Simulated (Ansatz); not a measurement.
Consider Ga3SbAs2.

Input

```
crystal:
  lattice:
    - [-2.087842, 2.087842, 8.8556889]
    - [2.087842, -2.087842, 8.8556889]
    - [2.087842, 2.087842, -8.8556889]
  atoms:
    - { symbol: Ga, position: [0.658839, 0.658839, 0.0] }
    - { symbol: Ga, position: [0.341161, 0.341161, 0.0] }
    - { symbol: Ga, position: [0.0, 0.0, 0.0] }
    - { symbol: Sb, position: [0.75, 0.25, 0.5] }
    - { symbol: As, position: [0.420619, 0.920619, 0.5] }
    - { symbol: As, position: [0.079381, 0.579381, 0.5] }
basis:
  ecutwfc: 420
kpoints:
  mp_grid: { grid: [12, 12, 12] }
  band_path:
    path:
      - [[0.0, 0.0, 0.0], [0.0, 0.0, 0.5], [0.25, 0.25, 0.25], [0.0, 0.5, 0.0], [0.0, 0.0, 0.0], [0.5, 0.5, -0.5], [0.26389602, 0.73610398, -0.26389602]]
      - [[-0.26389602, 0.26389602, 0.26389602], [0.0, 0.0, 0.0]]
      - [[0.0, 0.0, 0.5], [-0.02779205, 0.02779205, 0.5]]
      - [[0.5, 0.5, -0.02779205], [0.5, 0.5, -0.5]]
    npoints: 14
hamiltonian:
  xc: pbesol
scf:
  occupations: { method: gaussian, width: 0.1 }
  n_extra_bands: 15
output:
  forces: true
  stress: true
  eigenvalues: true
  populations: true
  dos: { projected: true, de: 0.02, nscf_kmesh: { grid: [15, 15, 15] } }
  bader: true
  write_density: true
  write_potential: true
  elf: true
  volumetric_format: npy
```

Command:

```sh
ansatz run input.yaml --threads 4 --pin off --max-ram 8192MiB --backend cpu --events-out ev --progress --plain --runs-dir out
```

Below, planes, directions and counts refer to the conventional cell (a = 4.18 Å, b = 4.18 Å, c = 17.71 Å, α = 90.00°, β = 90.00°, γ = 90.00°).

Space group I-4m2; a structure generated by program, which may or may not match a known phase; computed pressure about −3 GPa in this cell.

Computed with DFT PBEsol, scalar-relativistic, plane waves, PAW in Ansatz 0.2.0.

### What can the converged valence pseudo-density and electron localisation function tell about the bonding?

Ga–As (2.52 Å): the density is about 0.45 e/Å³ at the midpoint; the ELF peaks at about 0.80 between the atoms.
Ga–Sb (2.64 Å): the density is about 0.42 e/Å³ at the midpoint; the ELF peaks at about 0.70 between the atoms.
Bader's partition of the density gives Ga +0.47 to +0.63, Sb −0.33 and As −0.63 e.

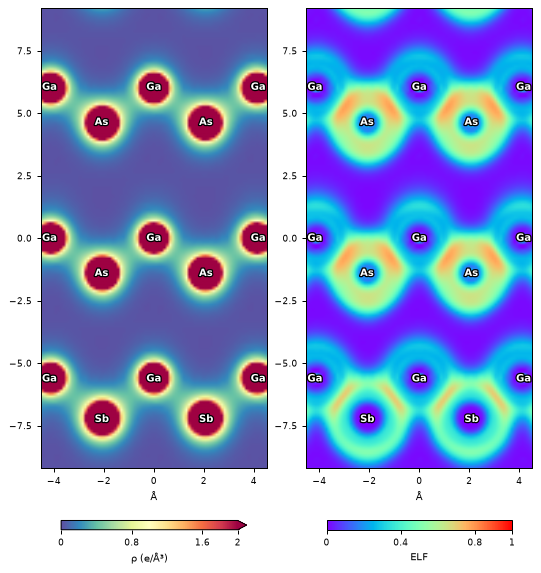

Computed valence pseudo-density and electron localisation function on the (100) plane of the conventional cell, in this order. 
